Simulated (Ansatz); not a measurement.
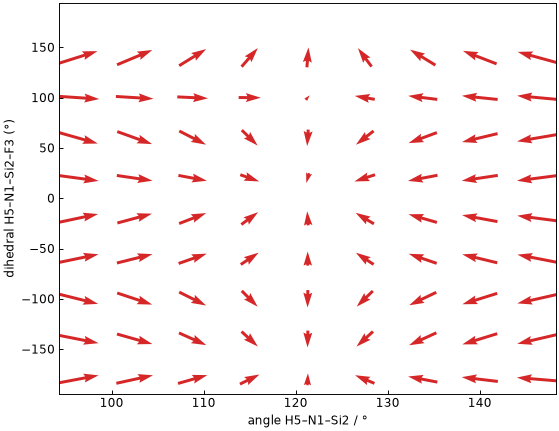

ClFH2NSi, SMILES N[Si](F)Cl, spin multiplicity 2. Coordinates scanned: (1) angle H5–N1–Si2; (2) dihedral H5–N1–Si2–F3. Nothing is relaxed (all other coordinates rigid). Grid: 9 × 9 points. Points are written as (first, second). Method: Ansatz 0.2.0, UKS r2SCAN0-D4/def2-SVP.

Drawn: arrows along the force (downhill), their lengths compressed.

### The arrows alone are given. Where are the wells?

The arrows converge at about (121°, −165°); about (121°, 5°) (0.046 eV up) (read from the interpolated surface).

The energy map of the same scan:

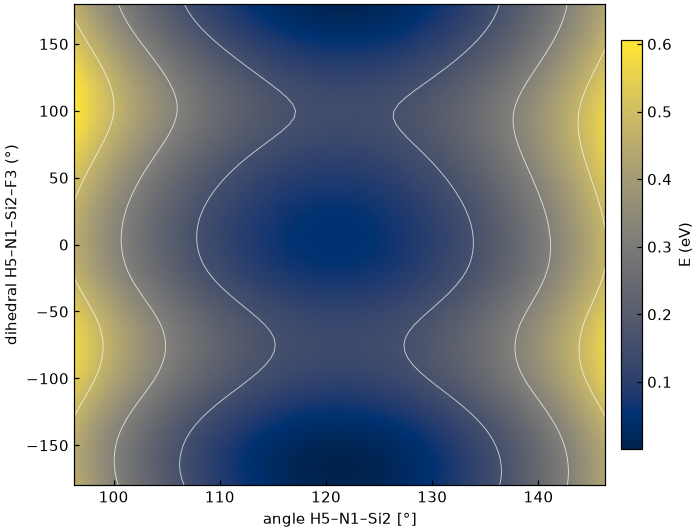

Energies are in eV, from the relaxed molecule at the same level; between grid points the surface is interpolated.
